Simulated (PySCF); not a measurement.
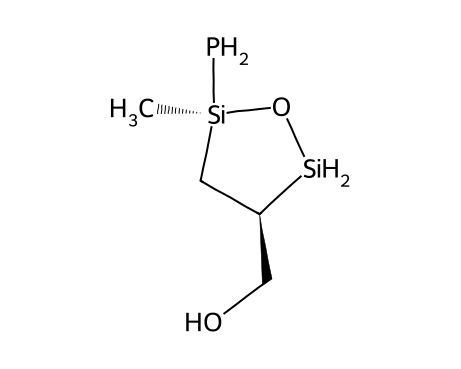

The computed structure is the end point of a GFN2-xTB optimisation. No frequency run is at hand to confirm it as a minimum. Properties computed with PBE0/pcSseg-1, gas phase (PySCF 2.14.0).

Estimate the LUMO energy (Kohn–Sham orbital).

Answer. −0.13 eV.

What is the HOMO energy (Kohn–Sham orbital)?

Answer. −7.29 eV.

Estimate the dipole moment.

Answer. 0.51 D.

The geometry is semi-empirical. Around P, Si such bond lengths and angles can be off by a tenth of an ångström or more and by several degrees, and values that hang on the shape move with them.
